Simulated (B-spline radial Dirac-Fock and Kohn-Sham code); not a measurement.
Neutral rubidium. Level of theory: a Dirac–Hartree–Slater potential; 1 + βP₂(cos θ) + (δ + γ cos²θ) sin θ cos φ with E1 and E1–E2 terms; calculated with a B-spline radial atomic code.

What should this plot look like? Angular distribution of photoelectrons from L2 (2p1/2) in the plane of the polarisation E (up) and the photon direction k (right), relative to an isotropic one.

At 6.93 keV, β = 1.261, γ = 1.178 and δ = 0.088. At 12.0 keV, β = 1.025, γ = 1.672 and δ = 0.169. At 12.0 keV the emission 45° forward of E is 3.6 times that 45° backward, and the lobe peaks 22° from E towards k.

Here it is:

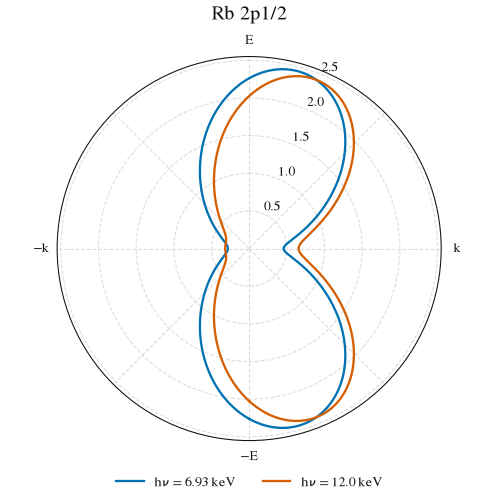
